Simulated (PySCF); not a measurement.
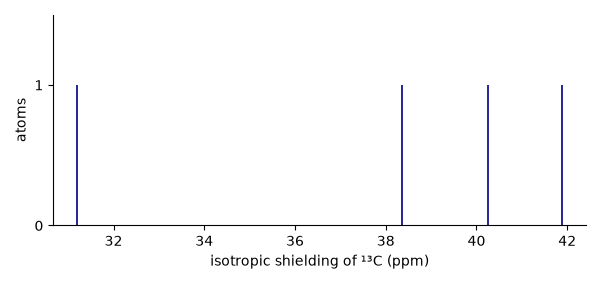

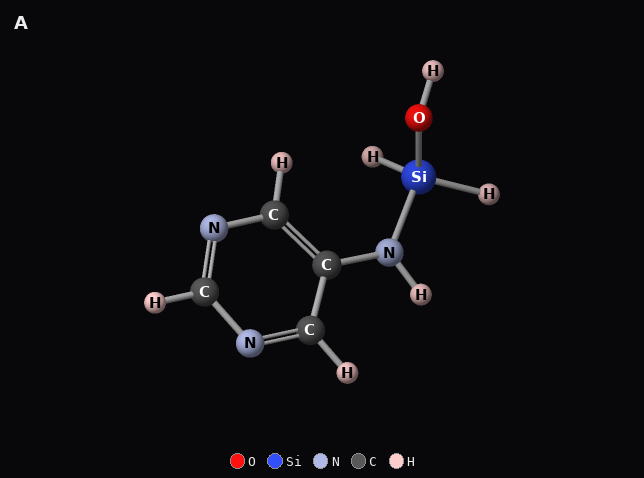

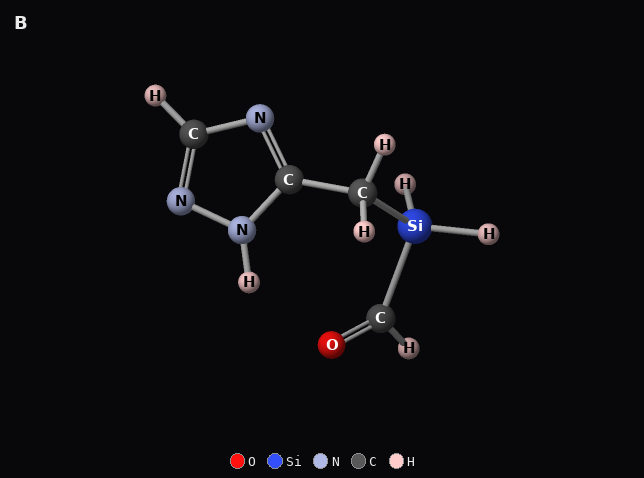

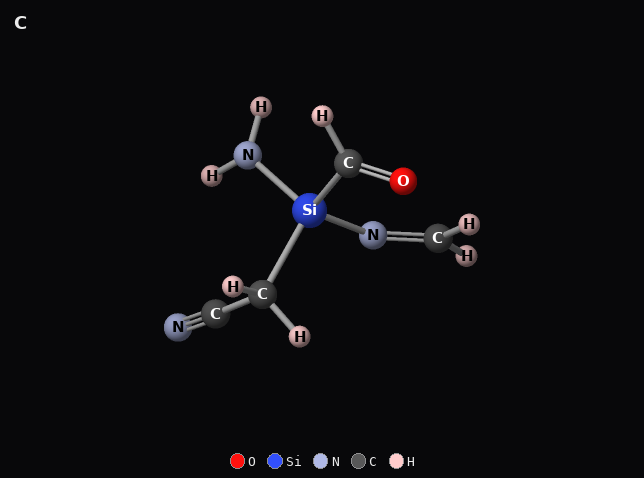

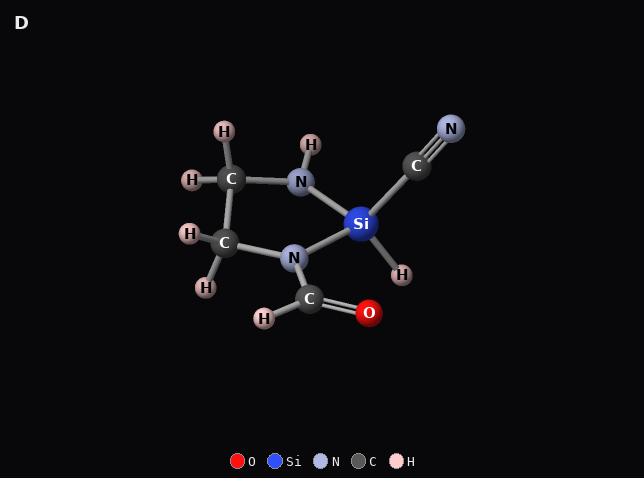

The sticks are computed shieldings of one of the molecules, for one fixed geometry (GFN2-xTB) without averaging over rotations. Low shielding means a high chemical shift. Method: GIAO PBE0/pcSseg-1 NMR shielding, non-relativistic, gas phase (PySCF 2.14.0).

**Match the spectrum to a structure.**

A, `O[SiH2]Nc1cncnc1`. Its 4 C atoms give lines at 31.2, 38.3, 40.3, 41.9 ppm.

The geometry is semi-empirical. Around Si such bond lengths and angles can be off by a tenth of an ångström or more and by several degrees, and values that hang on the shape move with them.
